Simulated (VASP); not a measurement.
# Nickel: cell size against the level of theory, part 2 of 4

Aim: relax Nickel at several levels and hold each cell against experiment. The start is a cell from a database of measured crystal structures.

VASP 6.6.1, plane waves and PAW; the level of theory is named at each step.

So far. Step 2 (Magnetic order: ferromagnetic): The run ends ferromagnetic with a largest moment of 0.58 μB, and the mesh shows no gap. Step 3 (Magnetic order: antiferromagnetic, q = (0, 0, 1/2)): The energy lies +49.8 meV an atom from the first pattern. The moments fall under 0.1 μB, and the mesh shows no gap.

### Step 4. Magnetic order: antiferromagnetic, q = (1/2, 1/2, 0)

Level of this step: LDA, spin-polarised from an antiferromagnetic start; plane waves and PAW (Ni) (VASP).

Next, a pattern with opposite moments, which needs a doubled cell; q is given in the reciprocal vectors of the primitive cell.

The input, INCAR:

```
SYSTEM = Ni
PREC = Accurate
ENCUT = 400
EDIFF = 1E-06
NELM = 100
ISMEAR = -1
SIGMA = 0.05
LREAL = .FALSE.
ALGO = Normal
GGA = CA
NBANDS = 17
ISPIN = 2
MAGMOM = 1 -1
LASPH = .TRUE.
LMAXMIX = 4
LORBIT = 11
LWAVE = .FALSE.
LCHARG = .FALSE.
KPAR = 4
ISIF = 2
```

The input, POSCAR:

```
Ni
1.0
    0.0000000000      3.5238700000      3.5238700000
    1.7619350000      1.7619350000      3.5238700000
    1.7619350000      1.7619350000      0.0000000000
Ni
2
Direct
    0.0000000000      0.0000000000      0.0000000000
    0.5000000000      0.0000000000      0.0000000000
```

The input, KPOINTS:

```
Automatic mesh
0
Gamma
11 11 11
0 0 0
```

Potentials, in the order of the species: Ni (PBE family, release 64).

Command:

```console
> mpirun -np 4 vasp_std
```

What it wrote:

```text
[... set-up lines as in an earlier step ...]
 entering main loop
       N       E                     dE             d eps       ncg     rms          rms(c)
DAV:   1     0.745695082093E+02    0.74570E+02   -0.78927E+03  9200   0.138E+03
DAV:   2    -0.130155980808E+02   -0.87585E+02   -0.82506E+02  8638   0.232E+02
DAV:   3    -0.155326622993E+02   -0.25171E+01   -0.24709E+01  9738   0.524E+01
DAV:   4    -0.155657477855E+02   -0.33085E-01   -0.33072E-01 11149   0.495E+00
DAV:   5    -0.155664734490E+02   -0.72566E-03   -0.72563E-03  9993   0.645E-01    0.157E+01
DAV:   6    -0.139648682204E+02    0.16016E+01   -0.14809E+01  8994   0.817E+01    0.919E+00
DAV:   7    -0.130584548064E+02    0.90641E+00   -0.32841E+00  9086   0.343E+01    0.224E+00
DAV:   8    -0.130287980506E+02    0.29657E-01   -0.32986E-02 12900   0.354E+00    0.822E-01
DAV:   9    -0.130248349594E+02    0.39631E-02   -0.37430E-03 12605   0.113E+00    0.377E-01
DAV:  10    -0.130239303700E+02    0.90459E-03   -0.16836E-03 14349   0.110E+00    0.126E-01
DAV:  11    -0.130240141605E+02   -0.83790E-04   -0.18654E-04 12628   0.197E-01    0.107E-01
DAV:  12    -0.130242039777E+02   -0.18982E-03   -0.11586E-03 12105   0.837E-01    0.463E-02
DAV:  13    -0.130242317352E+02   -0.27758E-04   -0.10254E-04 13224   0.192E-01    0.183E-02
DAV:  14    -0.130242359697E+02   -0.42345E-05   -0.18216E-05 10828   0.691E-02    0.104E-02
DAV:  15    -0.130242375443E+02   -0.15746E-05   -0.31720E-05  7065   0.948E-02    0.283E-03
DAV:  16    -0.130242377639E+02   -0.21957E-06   -0.22988E-06  5854   0.156E-02
   1 F= -.13024238E+02 E0= -.12992386E+02  d E =-.637029E-01  mag=    -0.0000
```

Run time: 59 s. Hardware: 4 MPI ranks of AMD EPYC 7R43, shared host; peak memory 0.55 GiB.

OUTCAR, selected parts (step 4):

```text
  LATTYP: Found a simple tetragonal cell.
 ALAT       =     2.4917523730
 C/A-ratio  =     1.4142135624

 Subroutine GETGRP returns: Found 16 space group operations
 (whereof 16 operations were pure point group operations)

The static configuration has the point symmetry D_4h.

 Found    126 irreducible k-points:

   k-points           NKPTS =    126   k-points in BZ     NKDIM =    126   number of bands    NBANDS=     17

   dimension x,y,z NGX =    36 NGY =   28 NGZ =   16
   dimension x,y,z NGXF=    72 NGYF=   56 NGZF=   32

   ENCUT  =  400.0 eV  29.40 Ry    5.42 a.u.   8.13  7.04  4.06*2*pi/ulx,y,z

   NELECT =      20.0000    total number of electrons

 E-fermi :   8.6645

 spin component 1
 k-point     1 :       0.0000    0.0000    0.0000
  band No.  band energies     occupation
    ...
      5       6.8131      1.00000
      6       6.8149      1.00000
      7       7.9372      1.00000
      8       7.9373      1.00000
      9       8.6618      0.51331
     10       8.8315      0.03421
     11       8.8315      0.03420
     12      11.2946      0.00000
     13      18.1901      0.00000
     14      23.5867      0.00000
    ...

 k-point     2 :       0.0909    0.0000    0.0000
  band No.  band energies     occupation
    ...
      6       6.8726      1.00000
      7       7.8902      1.00000
      8       7.9430      1.00000
      9       8.3691      0.99729
     10       8.5682      0.87288
     11       8.7963      0.06691
     12      11.9716      0.00000
     13      18.2395      0.00000
     14      21.7398      0.00000
     15      23.9150      0.00000
    ...

 k-point     3 :       0.1818    0.0000    0.0000
  band No.  band energies     occupation
    ...
      6       6.9947      1.00000
      7       7.5979      1.00000
      8       7.7679      1.00000
      9       7.9986      1.00000
     10       8.3247      0.99888
     11       8.6920      0.36590
     12      13.3868      0.00000
     13      18.1513      0.00000
     14      18.9288      0.00000
     15      24.8612      0.00000
    ...

 k-point     4 :       0.2727    0.0000    0.0000
  band No.  band energies     occupation
    ...
      7       7.1951      1.00000
      8       7.6182      1.00000
      9       8.0181      1.00000
     10       8.2269      0.99984
     11       8.5227      0.94462
     12      15.1255      0.00000
     13      15.5122      0.00000
     14      18.9808      0.00000
     15      26.3336      0.00000
     16      26.9163      0.00000
    ...

  Total       -2.5402385     -2.5402385     -2.5780679      0.0000000      0.0000000      0.0000000
  in kB     -186.0181979   -186.0181979   -188.7883932      0.0000000      0.0000000      0.0000000
  external PRESSURE =    -186.9415963 kB  Pullay stress =       0.0000000 kB

  energy-cutoff  :      400.00
  volume of cell :       21.88
      direct lattice vectors                 reciprocal lattice vectors
     0.000000000  3.523870000  3.523870000    -0.283778914  0.283778914  0.000000000
     1.761935000  1.761935000  3.523870000     0.283778914 -0.283778914  0.283778914
     1.761935000  1.761935000  0.000000000     0.283778914  0.283778914 -0.283778914

 POSITION                                       TOTAL-FORCE (eV/Angst)
 -----------------------------------------------------------------------------------
      0.00000      0.00000      0.00000         0.000000      0.000000      0.000000
      0.00000      1.76194      1.76194        -0.000000     -0.000000     -0.000000
 -----------------------------------------------------------------------------------
    total drift:                               -0.000000     -0.000000      0.000000

  FREE ENERGIE OF THE ION-ELECTRON SYSTEM (eV)
  ---------------------------------------------------
  free  energy   TOTEN  =       -13.0242377639 eV

  energy  without entropy=      -12.9605348317  energy(sigma->0) =      -12.99238630

 total charge
# of ion       s       p       d       tot
------------------------------------------
    1        0.498   0.492   8.332   9.322
    2        0.498   0.492   8.332   9.322
--------------------------------------------------
tot          0.996   0.984  16.664  18.643

 magnetization (x)
# of ion       s       p       d       tot
------------------------------------------
    1       -0.000   0.000   0.000   0.000
    2        0.000  -0.000  -0.000  -0.000
--------------------------------------------------
tot          0.000   0.000   0.000   0.000

[... 6 further parts left out ...]
```

This step gave:

* SCF cycles: 16
* irreducible k-points: 126
* symmetry operations: 16
* Fermi energy: 8.665 eV
* pressure: -18.69 GPa

The spin moment in the PAW sphere vanishes on all atoms.

The energy lies +48.7 meV an atom from the first pattern. The moments fall under 0.1 μB, and the mesh shows no gap.

### Step 5. The orders side by side

This step: collinear orders at LDA; plane waves and PAW (VASP 6.6.1).

Derived from the runs above.

Patterns, by row:

```tsv
start	atoms	energy less that of the first (meV/atom)	largest site moment (μB)	end state
ferromagnetic	1	0	0.58	ferromagnetic
antiferromagnetic, q = (0, 0, 1/2)	2	49.8	0.06	non-magnetic
antiferromagnetic, q = (1/2, 1/2, 0)	2	48.7	0	non-magnetic
```

The session goes on in the lowest magnetic state found: ferromagnetic. Runs that ended non-magnetic differ by up to 1.0 meV an atom among themselves, which is the error from the unlike meshes of the cells.

### Step 6. Relaxation with LDA

This step: LDA, spin-polarised from a ferromagnetic start (one magnetic atom a cell); plane waves and PAW (Ni) (VASP 6.6.1).

System of this step: Nickel. The structure is cubic, space group Fm-3m (No. 225). The conventional cell has a = 3.524 Å, b = 3.524 Å, c = 3.524 Å, α = 90.00°, β = 90.00°, γ = 90.00°. Nearest to Ni lie 12 Ni at 2.49 Å.

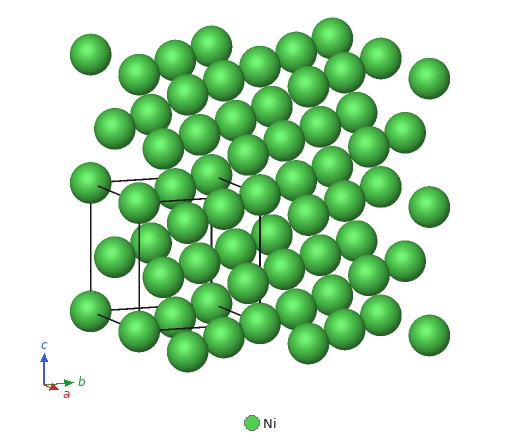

The cell of this step (nickel green). 2×2×2 conventional cells are drawn. Some periodic images of atoms are drawn too.

The start need not lie at this functional's minimum. ISIF = 3 frees volume, shape and positions, and EDIFFG sets the threshold on forces and stress at which the search stops.

The input, INCAR:

```
SYSTEM = Ni
PREC = Accurate
ENCUT = 520
EDIFF = 1E-06
NELM = 100
ISMEAR = -1
SIGMA = 0.05
LREAL = .FALSE.
ALGO = Normal
GGA = CA
NBANDS = 12
ISPIN = 2
MAGMOM = 0.58
LASPH = .TRUE.
LMAXMIX = 4
LORBIT = 11
LWAVE = .FALSE.
LCHARG = .FALSE.
KPAR = 4
IBRION = 2
NSW = 60
ISIF = 3
EDIFFG = -0.01
```

The input, POSCAR:

```
Ni
1.0
    0.0000000000      1.7619350000      1.7619350000
    1.7619350000      0.0000000000      1.7619350000
    1.7619350000      1.7619350000      0.0000000000
Ni
1
Direct
    0.0000000000      0.0000000000      0.0000000000
```

KPOINTS is that of step 4.

Command:

```console
> mpirun -np 4 vasp_std
```

What it wrote:

```text
[banner, memory and clock lines left out]
running    4 mpi-ranks, on    1 nodes
 distrk:  each k-point on    1 cores,    4 groups
 distr:  one band on    1 cores,    1 groups

 POSCAR found type information on POSCAR Ni
 POSCAR found :  1 types and       1 ions
 [... a notice as in an earlier step ...]

 LDA part: xc-table for (Slater(with rela. corr.)+CA(PZ))
 , standard interpolation
 POSCAR, INCAR and KPOINTS ok, starting setup
 FFT: planning ... GRIDC
 FFT: planning ... GRID_SOFT
 FFT: planning ... GRID
 WAVECAR not read
 entering main loop
       N       E                     dE             d eps       ncg     rms          rms(c)
DAV:   1     0.298787162205E+02    0.29879E+02   -0.45061E+03  2764   0.106E+03
DAV:   2    -0.663092775003E+01   -0.36510E+02   -0.34147E+02  2848   0.171E+02
DAV:   3    -0.785338700213E+01   -0.12225E+01   -0.12090E+01  3104   0.348E+01
DAV:   4    -0.786271608014E+01   -0.93291E-02   -0.93261E-02  3052   0.277E+00
DAV:   5    -0.786289828308E+01   -0.18220E-03   -0.18220E-03  3276   0.375E-01    0.108E+01
DAV:   6    -0.703561813256E+01    0.82728E+00   -0.19350E+01  3408   0.577E+01    0.646E+00
DAV:   7    -0.657153544563E+01    0.46408E+00   -0.34605E+00  3324   0.226E+01    0.165E+00
DAV:   8    -0.655429714605E+01    0.17238E-01   -0.20910E-02  3640   0.122E+00    0.821E-01
DAV:   9    -0.655132354585E+01    0.29736E-02   -0.15810E-03  4052   0.276E-01    0.267E-01
DAV:  10    -0.655023839226E+01    0.10852E-02   -0.11691E-03  3996   0.210E-01    0.486E-02
DAV:  11    -0.655024036920E+01   -0.19769E-05   -0.75628E-06  2956   0.313E-02    0.312E-02
DAV:  12    -0.655024125133E+01   -0.88212E-06   -0.42723E-06  2040   0.138E-02
   1 F= -.65502413E+01 E0= -.65429439E+01  d E =-.655024E+01  mag=     0.5694
 curvature:   0.00 expect dE= 0.000E+00 dE for cont linesearch  0.000E+00
 trial: gam= 0.00000 g(F)=  0.967E-63 g(S)=  0.208E+00 ort = 0.000E+00 (trialstep = 0.100E+01)
 search vector abs. value=  0.208E+00
 bond charge predicted
       N       E                     dE             d eps       ncg     rms          rms(c)
DAV:   1    -0.117615820612E+02   -0.52113E+01   -0.68580E+01  3344   0.110E+02    0.211E+01
DAV:   2    -0.749108541829E+01    0.42705E+01   -0.45179E+01  3384   0.994E+01    0.664E+00
DAV:   3    -0.666789442840E+01    0.82319E+00   -0.55059E+00  3372   0.308E+01    0.340E+00
DAV:   4    -0.656446850304E+01    0.10343E+00   -0.99117E-02  3512   0.238E+00    0.177E+00
DAV:   5    -0.652825420565E+01    0.36214E-01   -0.44519E-02  3492   0.132E+00    0.966E-01
DAV:   6    -0.652849660110E+01   -0.24240E-03   -0.17305E-03  3156   0.532E-01    0.213E-01
DAV:   7    -0.652850184631E+01   -0.52452E-05   -0.59033E-05  3844   0.806E-02    0.696E-02
DAV:   8    -0.652850085955E+01    0.98676E-06   -0.31361E-06  3672   0.173E-02
   2 F= -.65285009E+01 E0= -.65230107E+01  d E =0.217404E-01  mag=     0.5662
[...]
3 F= -.66036336E+01 E0= -.65972719E+01  d E =-.533923E-01  mag=     0.5673
 curvature:  -0.20 expect dE=-0.170E-04 dE for cont linesearch -0.170E-04
 ZBRENT: interpolating
 opt :   0.4874  next Energy=    -6.603649 (dE=-0.534E-01)
 bond charge predicted
       N       E                     dE             d eps       ncg     rms          rms(c)
DAV:   1    -0.660415502257E+01   -0.52172E-03   -0.68510E-03  3364   0.120E+00    0.187E-01
DAV:   2    -0.660379588141E+01    0.35914E-03   -0.61794E-03  3388   0.988E-01    0.864E-02
DAV:   3    -0.660366469486E+01    0.13119E-03   -0.83527E-04  3352   0.385E-01    0.303E-02
DAV:   4    -0.660365326460E+01    0.11430E-04   -0.77771E-06  3188   0.185E-02    0.167E-02
DAV:   5    -0.660365176433E+01    0.15003E-05   -0.27613E-06  2300   0.984E-03    0.281E-03
DAV:   6    -0.660365181749E+01   -0.53160E-07   -0.11216E-07  1468   0.321E-03
   4 F= -.66036518E+01 E0= -.65973077E+01  d E =-.534106E-01  mag=     0.5672
 curvature:  -0.18 expect dE=-0.105E-06 dE for cont linesearch -0.105E-06
 trial: gam= 0.00000 g(F)=  0.817E-59 g(S)=  0.578E-06 ort =-0.347E-03 (trialstep = 0.897E+00)
 search vector abs. value=  0.579E-06
 reached required accuracy - stopping structural energy minimisation
```

It took 30 s on 4 MPI ranks; peak memory 0.4 GiB; 1.9 min of CPU time.

Parts of OUTCAR (step 6):

```text
   ENCUT  =  520.0 eV  38.22 Ry    6.18 a.u.   4.63  4.63  4.63*2*pi/ulx,y,z

   NELECT =      10.0000    total number of electrons

 E-fermi :  10.0868

 spin component 1
 k-point     1 :       0.0000    0.0000    0.0000
  band No.  band energies     occupation
    ...
      2       7.5424      1.00000
      3       7.5424      1.00000
      4       7.5424      1.00000
      5       8.8337      1.00000
      6       8.8337      1.00000
      7      34.5851      0.00000
      8      38.9649      0.00000
      9      38.9649      0.00000
     10      38.9649      0.00000
     11      42.2030      0.00000
    ...

 k-point     2 :       0.0909    0.0000    0.0000
  band No.  band energies     occupation
    ...
      2       7.4487      1.00000
      3       7.6207      1.00000
      4       7.6207      1.00000
      5       8.8016      1.00000
      6       8.8016      1.00000
      7      33.3779      0.00000
      8      36.2921      0.00000
      9      38.3512      0.00000
     10      38.3512      0.00000
     11      43.1403      0.00000
    ...

  Total        0.0019992      0.0019992      0.0019992     -0.0000000     -0.0000000     -0.0000000
  in kB        0.3190043      0.3190043      0.3190043     -0.0000000     -0.0000000     -0.0000000
  external PRESSURE =       0.3190043 kB  Pullay stress =       0.0000000 kB

 POSITION                                       TOTAL-FORCE (eV/Angst)
 -----------------------------------------------------------------------------------
      3.42457      3.42457      3.42457        -0.000000      0.000000     -0.000000
 -----------------------------------------------------------------------------------
    total drift:                                0.000000      0.000000      0.000000

  FREE ENERGIE OF THE ION-ELECTRON SYSTEM (eV)
  ---------------------------------------------------
  free  energy   TOTEN  =        -6.6036518175 eV

  energy  without entropy=       -6.5909635685  energy(sigma->0) =       -6.59730769

 reached required accuracy - stopping structural energy minimisation

 magnetization (x)
# of ion       s       p       d       tot
------------------------------------------
    1       -0.005  -0.020   0.593   0.568

[... 5 parts as in an earlier step ...]

[... 16 further parts left out ...]
```

The magnetic order is the only one that the search above brought to convergence with its moments; longer or canted patterns were not tried. After so large a change of volume the plane waves of the start cell no longer fit, so the final stress carries a basis-set error. The run keeps the 48 symmetry operations of its start, so it cannot find a distortion of lower symmetry.

The steps of the relaxation:

```tsv
step	energy less that of the first step (eV)	largest force (eV/Å)	pressure (GPa)	volume (Å³)
1	0.0000	0.0000	-17.55	10.94
2	0.0217	0.0000	29.69	9.15
3	-0.0534	0.0000	-0.38	10.06
4	-0.0534	0.0000	0.03	10.04
```

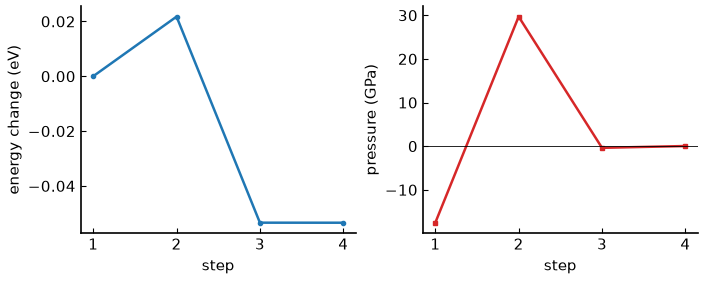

Energy and pressure along the relaxation.

```tsv
conventional cell, symmetrised	before	after	change
a (Å)	3.524	3.425	-2.8 %
b (Å)	3.524	3.425	-2.8 %
c (Å)	3.524	3.425	-2.8 %
volume (Å³/atom)	10.94	10.04	-8.2 %
```

Final coordinates:

```
Ni
1.0
     0.00000    1.71229    1.71229
     1.71229    0.00000    1.71229
     1.71229    1.71229    0.00000
Ni
1
Direct
  0.00000 0.00000 0.00000
```

This step gave:

* electrons: 10
* bands: 12
* irreducible k-points: 56
* symmetry operations: 48
* free energy (TOTEN): -6.604 eV
* energy at zero smearing: -6.597 eV
* Fermi energy: 10.09 eV
* pressure: 0.03190 GPa
* moment of the cell, from the last line of the log: 0.5672 μB
* SCF cycles over all ionic steps: 35

Spin moment in the PAW sphere by atom:

```tsv
atom	spin moment in the PAW sphere (μB)
Ni1	0.568
```

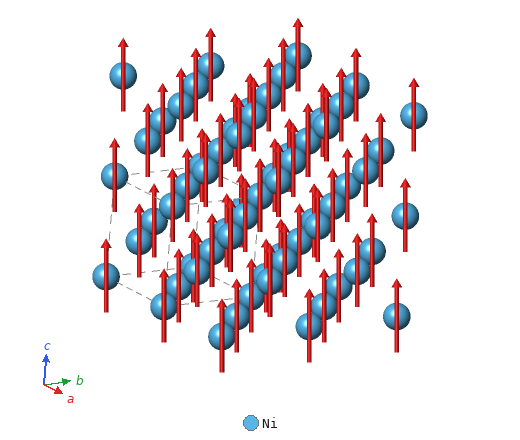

Spin moment in the PAW sphere as arrows, the longest 0.568 μB. Up and down stand for the sign. Arrows give size and sign along the axis of quantisation, drawn up and down the page. 2×2×2 conventional cells are drawn. Some periodic images of atoms are drawn too.

It ends with forces that vanish by symmetry and a pressure of 0.03 GPa. The volume lies -8.2 % from that of the database's start, which holds the thermal and zero-point expansion of its experiment. LDA is known to overbind. The conventional cell has a = 3.425 Å. The largest moment is 0.57 μB.

[end of part 2 of 4]

[Lines on the potential files, build, host, timing and source positions are cut from VASP's logs without a mark.]

[Logs are printed without paths, hosts, clocks, repeated set-up lines and the standing remarks that a program may print on its own settings, such as how far it seeks lower states.]

[Hosts, paths, dates, database ids (printed as entryN), source tags and the programs' standing remarks are cut or masked in the printed files.]

[A measured line is paired with the nearest computed mode of its activity, which favours agreement.]
